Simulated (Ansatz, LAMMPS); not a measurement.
# Glassy 25SiO2-50B2O3-12CaO-12Na2O (mol %) (62 atoms) under strain: runs compared

Aim: relax glassy 25SiO2-50B2O3-12CaO-12Na2O (mol %) (62 atoms), then change its volume and shape to read moduli from the stress.

Computed with Ansatz 0.2.0: Kohn-Sham DFT, PBEsol, PAW (set soft_2), plane waves.

## Step 1: The cell as built

The cell holds 62 atoms: 4 Si, 16 B, 2 Ca, 4 Na and 36 O. Its edges and angles: a = 9.092 Å, b = 9.092 Å, c = 9.092 Å, α = 90.0°, β = 90.0°, γ = 90.0°. 62 atoms (4 Si, 16 B, 2 Ca, 4 Na, 36 O) placed at random at 2.2 g/cm³, melted at 3000 K for 20 ps at fixed volume with the Buckingham and Coulomb pair potential of Guillot and Sator (Geochim. Cosmochim. Acta 71, 1249 (2007)) with the boron terms of Wang et al. (J. Non-Cryst. Solids 498, 294 (2018)). Quenched from 3000 K to 300 K at 20 K/ps and fixed volume, held 10 ps at zero pressure.

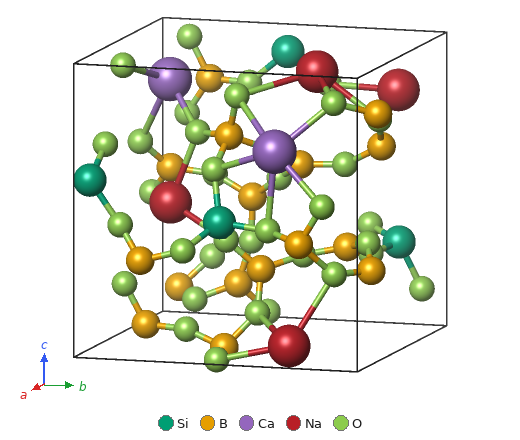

The cell as built.

What the set-up can't give: The quench rate of 20 K/ps is many orders above laboratory rates, so the cell is likely richer in defects and strain than a real sample. The starting topology of bonds comes from the classical model, and needn't be the one that DFT or experiment would give. Only the Γ point is sampled.

## Step 2: The reference run

The reference is a single point at the end of the relaxation.

Every strained cell starts from the geometry of this run, and its atoms are relaxed with the cell held.

Its input, with most atom lines left out:

```yaml
crystal:
  lattice:
    - [9.01092, -0.18496, 0.45756]
    - [-0.18496, 8.92271, -0.07142]
    - [0.45756, -0.07142, 8.77037]
  atoms:
    - { symbol: Si, position: [0.24136, 0.90134, 0.28191] }
    - { symbol: Si, position: [0.84608, 0.47575, 0.42748] }
    - { symbol: Si, position: [0.91769, 0.04444, 0.61567] }
    - { symbol: Si, position: [0.05875, 0.48628, 0.96494] }
    - { symbol: B, position: [0.47638, 0.62228, 0.59965] }
    - { symbol: B, position: [0.0782, 0.18991, 0.84614] }
    - { symbol: B, position: [0.73399, 0.97631, 0.28413] }
    [... atom lines 8 to 62 left out ...]
kpoints:
  mp_grid: { grid: [1, 1, 1] }
hamiltonian:
  xc: pbesol
scf:
  occupations: { method: fixed }
output:
  forces: true
  stress: true
  populations: true
  dos:
    method: { smearing: { sigma: 0.15 } }
    de: 0.1
    projected: { site_lists: { B: [B], Ca: [Ca], Na: [Na], O: [O], Si: [Si] } }
  eigenvalues: true
  write_density: true
  write_potential: true
  volumetric_format: npy
  elf: true
```

```
free energy per atom   : -559.2081 eV/atom
r.m.s. force component : 0.00362 eV/Å
pressure               : -0.00557 GPa
```

Filled and empty levels are parted by 4.00 eV (at Γ alone); a semilocal functional tends to put such gaps too low. In a disordered cell it changes from sample to sample, and tail or defect levels can set it.

## Step 3: The runs

Each row is one run, on 4 threads of Arm Neoverse V1, shared host. The free energy is the program's total, comparable only between runs with the same functional, potentials and atoms.

```
                                 run  atoms    outcome  ionic steps, all passes  free energy (eV)     time  host memory (GiB)
           Single point at the start     62  converged                        -        -34663.435    4.7 s               0.82
              Cell and atoms relaxed     62  converged                       57        -34670.903  4.2 min               0.84
Single point at the relaxed geometry     62  converged                        -        -34670.903    7.4 s               0.84
                         Volume -3 %     62  converged                        9        -34670.806     48 s               0.82
                         Volume +3 %     62  converged                        9        -34670.806     48 s               0.86
                         Volume -6 %     62  converged                       10        -34670.469     50 s               0.81
                         Volume +6 %     62  converged                       11        -34670.524     64 s               0.87
                        Volume -10 %     62  converged                       15        -34669.647     74 s               0.80
            Stretched by 1 % along x     62  converged                        7        -34670.894     36 s               0.85
           Compressed by 1 % along x     62  converged                        8        -34670.896     37 s               0.82
                Sheared by 2 % in xy     62  converged                        6        -34670.881     31 s               0.84
```

In some runs the program notes that the SCF threshold is loose for the stress.

## Step 4: Pressure against volume

Atoms are relaxed at each volume, in the scaled cell.

```
volume change (%)  volume (Å³/atom)  energy change (meV/atom)  pressure (GPa)  largest move on relaxing (Å)  bonds  gap (eV)
              -10            10.204                     20.27            6.16                          0.63    109                4.22
               -6            10.658                      7.00            3.51                          0.41    105                4.13
               -3            10.998                      1.57            1.71                          0.12    104                4.07
               +0            11.338                      0.00           -0.01                             -    102                4.00
               +3            11.678                      1.57           -1.55                          0.13    102                3.92
               +6            12.018                      6.12           -2.83                          0.28     99                3.85
```

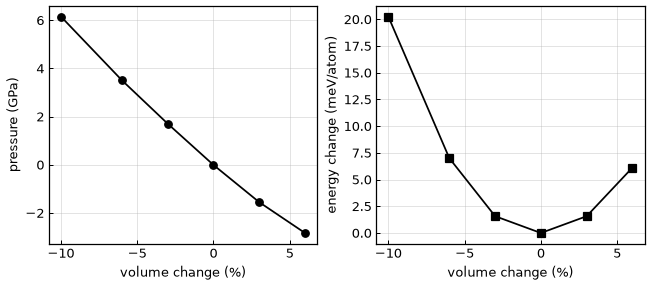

Pressure and energy against volume.

## Step 5: Uniaxial strain and shear

Stress (GPa, compression positive) less that of the relaxed cell, atoms relaxed:

```
                   strain      xx      yy      zz      xy  energy change (meV/atom)
 stretched by 1 % along x  -0.579  -0.233  -0.195   0.031                      0.15
compressed by 1 % along x   0.590   0.220   0.243  -0.054                      0.11
     sheared by 2 % in xy   0.073   0.131   0.114  -0.490                      0.35
```

## Step 6: What came out

The bulk modulus, from the slope of pressure against ln V over the three points nearest the relaxed volume, is 54.3 GPa; a quadratic over all points gives a pressure derivative of about 2.1. The count of bonds runs from 99 to 109 over the series, so at some points contacts cross the cutoffs. At -10 % some atom moved by over 0.5 Å on relaxing, so that point may sit in another local minimum. The gap goes from 4.22 eV at the smallest volume to 3.85 eV at the largest, -2.3 eV per unit of ln V by a straight line, on the run's k-points. In the Cartesian axes of the cell, finite differences give C11 = 58.5, C12 = 22.7, C13 = 21.9 and C66 = 24.5 GPa (the shear of 2 % is the engineering strain, εxy = 0.01). The mean of C11, C12 and C13, which equals the bulk modulus in a cubic or isotropic solid, is 34.3 GPa: it lies 37 % under the bulk modulus from the volumes. For an isotropic solid C66 would equal (C11 − C12)/2 = 17.9 GPa; so small a sample needn't be isotropic, and C66 rests on one shear. The two differ too much for isotropic moduli to be formed.

Caveats: Strains are finite and relaxations stop at the force tolerance of the input, which can leave moduli too stiff; they are those of a static cell at zero temperature. Volumes are changed with the cell's shape held, so in an anisotropic solid the modulus lies over the one under free hydrostatic load. The program notes that the SCF threshold of the relaxations is loose for the stress.

The DFT runs together took 11 min of wall time.

[Logs are printed without paths, hosts, clocks, repeated set-up lines and the standing remarks that a program may print on its own settings, such as how far it seeks lower states.]

[Hosts, paths, dates, database ids (printed as entryN), source tags and the programs' standing remarks are cut or masked in the printed files.]
